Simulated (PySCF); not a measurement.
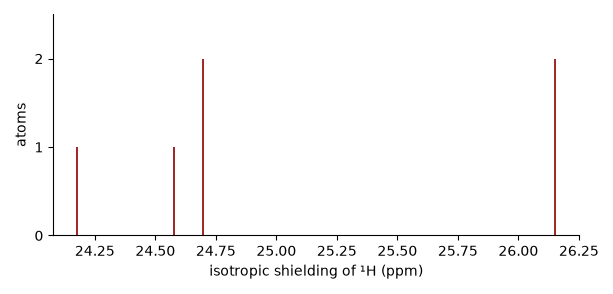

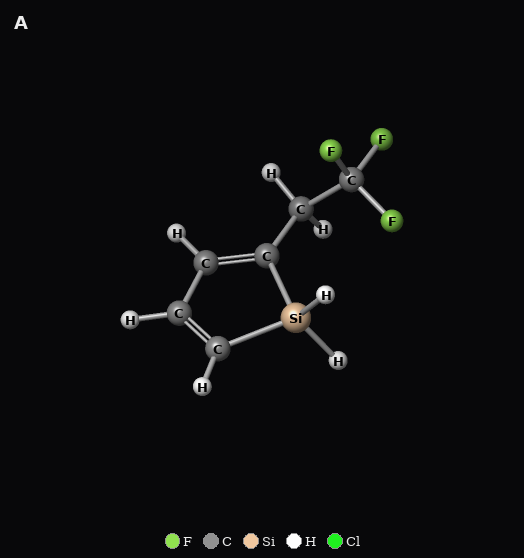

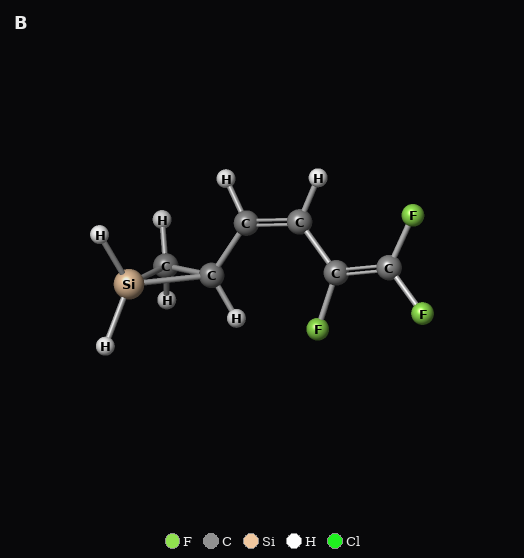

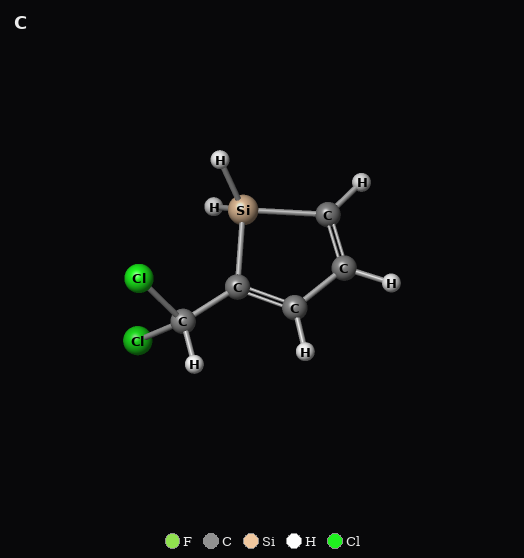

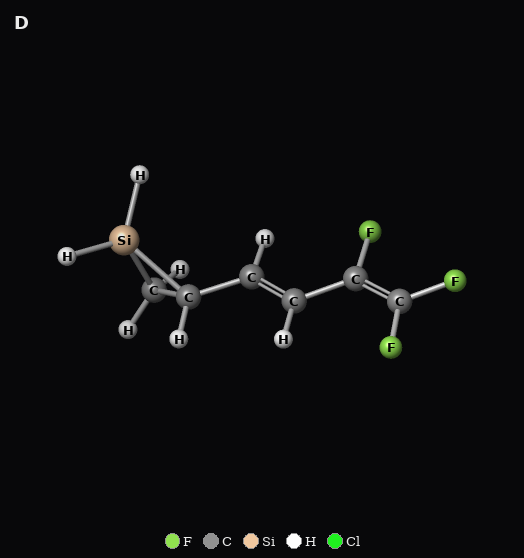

The sticks are computed shieldings of one of the molecules, for one fixed geometry (PBE0-D3(BJ)/def2-SVP) without averaging over rotations. Low shielding means a high chemical shift. Method: GIAO PBE/pcSseg-1 NMR shielding, non-relativistic, gas phase (PySCF 2.14.0).

### Which molecule gives this pattern?

C, `ClC(Cl)C1=CC=C[SiH2]1`. Its 6 H atoms give lines at 24.18, 24.58, 24.70 (2 atoms), 26.15 (2 atoms) ppm.
